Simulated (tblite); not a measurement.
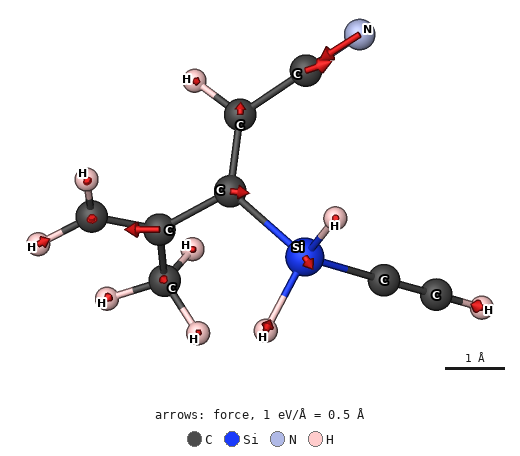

Starting geometry of C₈H₉NSi with the computed forces as red arrows. A ball-and-stick model, seen at a tilt.

All numbers below come from tblite 0.8.0, GFN2-xTB geometry optimisation, gas phase. 

What follows when this structure is relaxed?

Answer. It isn't relaxed: the largest force vector, on the N atom, is 1.75 eV/Å. The final displacements have little in common with the starting forces (cosine between the two patterns 0.07). The atom that moves furthest after the best rigid fit is an H atom (0.83 Å). Largest moves by element: H 0.83 Å, N 0.62 Å, C 0.59 Å, Si 0.13 Å. Among the contacts that change: H–Si 1.500 → 1.469 Å, C–C 1.519 → 1.499 Å, C–Si 1.870 → 1.851 Å, C–C 1.419 → 1.402 Å. Among the angles between lasting bonds that change: H–Si–H 108.0° → 112.1°, Si–C–C 115.4° → 119.3°, C–Si–C 109.6° → 105.8°. Groups turn about C–C by about 30°. The energy falls by 3.46 kcal/mol in 153 geometry steps. Cost: 2.3 s on 1 thread of Arm Neoverse N1, with other jobs on the host.
